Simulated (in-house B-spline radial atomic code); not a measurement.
## RPA and GW calculation, with input and output: Be²⁺

System: Be²⁺, configuration 1s2, inside a hard wall of radius 3 bohr.
Method: RPA, second-order and SOSEX correlation energies and G0W0 (contour deformation) on a non-relativistic mean field, all electrons, B-spline basis (in-house B-spline radial atomic code).

Key numbers:

- outcome: converged
- mean-field total energy: −13.61129 hartree
- total energy with exact exchange alone: −13.61129 hartree
- exact exchange energy: −2.27709 hartree
- RPA correlation, extrapolated in the angular momentum of the empty orbitals: −0.07876 hartree
- RPA correlation, as summed: −0.07865 hartree
- direct second-order term: −0.08343 hartree
- second-order exchange term: 0.04172 hartree
- SOSEX term: 0.03938 hartree
- hardware: 1 thread of Arm Neoverse N1, 60 GiB of memory available, shared host

Input:
```
Z = 4
electrons = 2.0
configuration = 1s2
hamiltonian = nr
method = hf
lmax = 9
wall_radius = 3
spin_polarised = False
box_radius = 3
intervals = 37
```

Launched within a batch (the task file carries these settings):
```bash
python <driver script> task.json out
```

The program writes its results to a structured record and prints no log; tables and figures of this report are taken from that record.

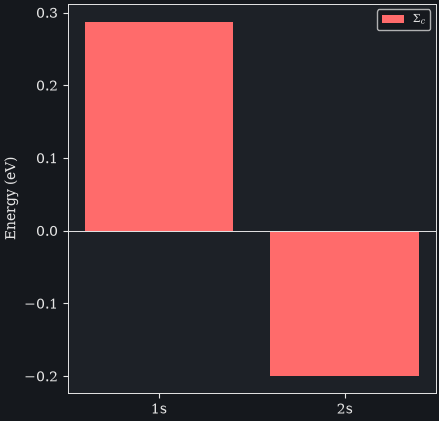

Figure 1. The G₀W₀ correction to each level (on Hartree–Fock the correlation self-energy alone) for Be²⁺ (1s²). All-electron spherical atom, non-relativistic, Hartree-Fock start, no spin-orbit coupling, Breit or QED terms; computed with a B-spline radial code, inside a hard wall of radius 3 bohr. The quasi-particle equation is solved at full frequency; levels of low quasi-particle weight Z are left out. Σ columns are in eV, and Σc holds an estimate for the angular momenta beyond the basis. G₀W₀ moves the highest occupied level, 1s, from −154.21 to −153.92 eV (renormalisation factor Z = 0.99). The empty level 2s goes from −10.94 to −11.14 eV.

```
Level  Mean field (eV)  Σc (eV)     Z  G₀W₀ (eV)
   1s          −154.21     0.29  0.99    −153.92
   2s           −10.94    −0.20  1.00     −11.14
```
